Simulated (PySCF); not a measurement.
SMILES F[SiH2]N[SiH](Cl)Cl (H4Cl2FNSi2) at its B3LYP/def2-SVP optimised geometry (Å):

```
10

Si    -0.4407     0.9321     0.0000
F     -0.9421     0.2108    -1.3698
N     -1.0102     0.0772     1.4034
Si    -0.2444    -1.1244     2.3767
Cl     0.9572    -0.2936     3.8488
Cl     0.9653    -2.2894     1.1713
H      1.0381     0.9321     0.0000
H     -1.0381     2.2894     0.0000
H     -1.9533     0.3173     1.7090
H     -1.2644    -1.9563     3.0473
```

Computed with B3LYP/def2-TZVP (PySCF).

Map of the deformation density (molecule minus spherical neutral atoms) (e/bohr³) on the plane z = 0.8 Å:

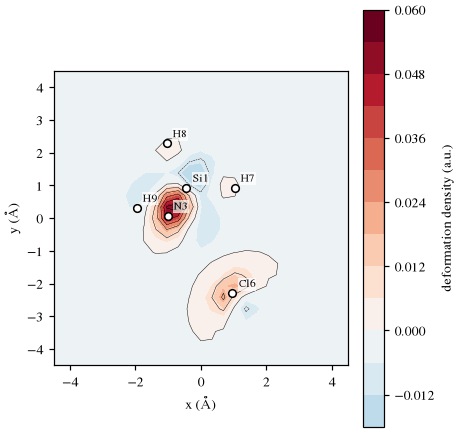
Fig. 1. Deformation density (molecule minus spherical neutral atoms) (e/bohr³) on the plane z = 0.8 Å.
